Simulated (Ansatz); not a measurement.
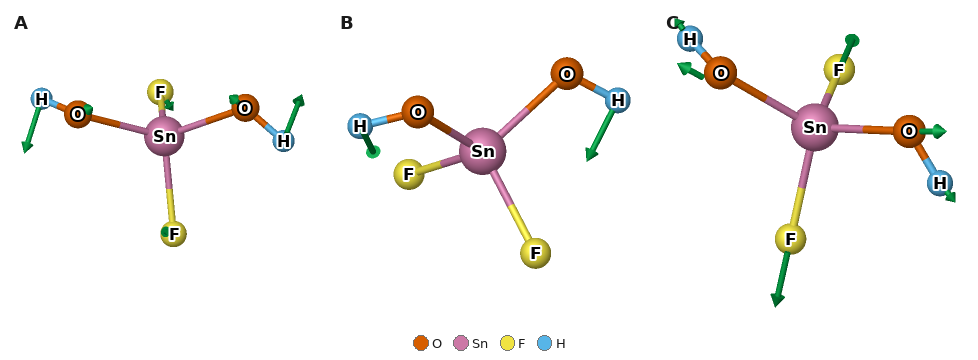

3 normal modes of one molecule or complex, as arrows. Harmonic vibrations computed with RKS PBE0-D4/def2-TZVP, core potentials on Sn (Ansatz 0.2.0) at a stationary point of the same level.

Match the panels to the wavenumbers 107 cm⁻¹, 637 cm⁻¹, 901 cm⁻¹.

A: 107 cm⁻¹
B: 901 cm⁻¹, H–O–Sn bending
C: 637 cm⁻¹, in-phase stretching of 2 Sn–F bonds
